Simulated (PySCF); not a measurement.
## Electronic structure of C₄H₆F₂OSi (SMILES O=C/C=C(/F)[SiH2]CF) in real space

```yaml
atoms:
  - { symbol: O, position_ang: [0.9825, 1.3747, 0.2288] }
  - { symbol: C, position_ang: [1.8065, 0.7098, -0.3727] }
  - { symbol: C, position_ang: [1.6819, -0.7139, -0.5310] }
  - { symbol: C, position_ang: [0.5882, -1.2568, 0.0258] }
  - { symbol: F, position_ang: [0.3968, -2.5719, -0.0504] }
  - { symbol: Si, position_ang: [-0.7353, -0.2473, 0.9682] }
  - { symbol: C, position_ang: [-1.7837, 0.8130, -0.2419] }
  - { symbol: F, position_ang: [-2.3052, 0.0056, -1.2342] }
  - { symbol: H, position_ang: [2.6886, 1.1908, -0.8200] }
  - { symbol: H, position_ang: [2.4332, -1.2759, -1.0630] }
  - { symbol: H, position_ang: [-0.2359, 0.4435, 2.1474] }
  - { symbol: H, position_ang: [-1.6466, -1.3302, 1.3870] }
  - { symbol: H, position_ang: [-2.6384, 1.2501, 0.2772] }
  - { symbol: H, position_ang: [-1.2332, 1.6081, -0.7434] }
```

Geometry: GFN2-xTB.

Theory: PySCF 2.14.0, wB97X-D/def2-SVPD, SCF density, gas phase.

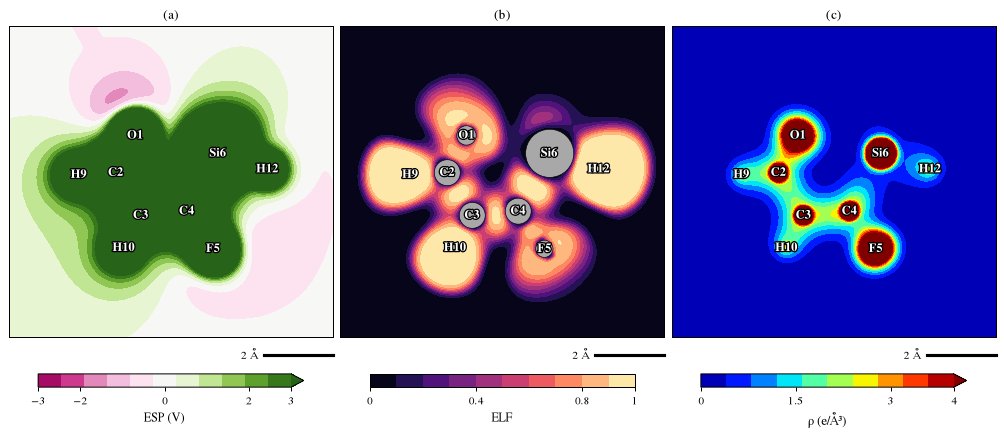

Figure 1. (a) electrostatic potential; (b) ELF; (c) total electron density on the plane of atoms C4, Si6 and H12. Grey discs cover the atomic cores in the ELF map.

### Interpret the plot.

The section cuts through O, C, F, Si and H sites.
C–O (1.22 Å): the density is about 3.3 e/Å³ at the midpoint; the ELF peaks at about 0.85 between the atoms; a multiple bond.
C–F (1.33 Å): ρ is about 2.3 e/Å³ halfway; the ELF peaks at about 0.85 between the atoms: a polar covalent bond.
C–C (1.34 Å): ρ is about 2.3 e/Å³ halfway; the ELF peaks at about 0.95 between the atoms; a short, multiple covalent bond.
C–Si (1.91 Å): ρ is about 0.92 e/Å³ halfway; the ELF peaks at about 1 between the atoms (localised, covalent bonding).
C–H (1.08 Å): ρ is about 2 e/Å³ halfway; the ELF climbs to about 1 towards the hydrogen, as it does in any bond to H: an ordinary covalent bond to hydrogen.
The ELF also peaks beside F5 and O1, away from the bonds: lone-pair regions.
Outside the dense part of the molecule the potential is most negative (−1.5 V) near O1.

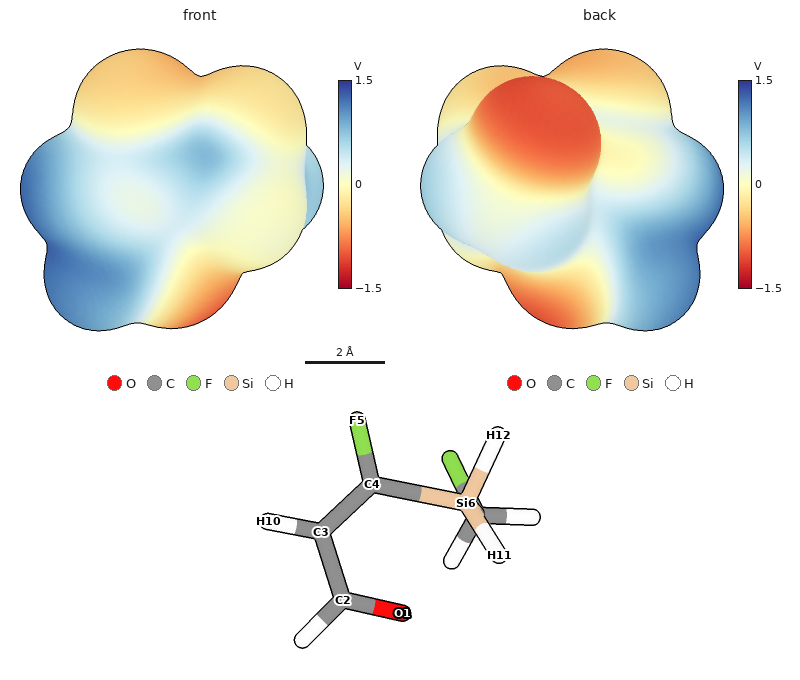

Figure 2. The electrostatic potential painted on the density surface at 0.001 e/bohr³, seen from the front and from behind; red is negative and blue positive. The bare structure is drawn below in the same view.

### Where is the surface potential most negative and most positive?

The most negative region (about −1.1 V) lies over F8, the most positive (about +1.2 V) over C2, C3, H9 and H10.

### What dipole moment does the calculation give?

Its dipole moment is 2.69 D.
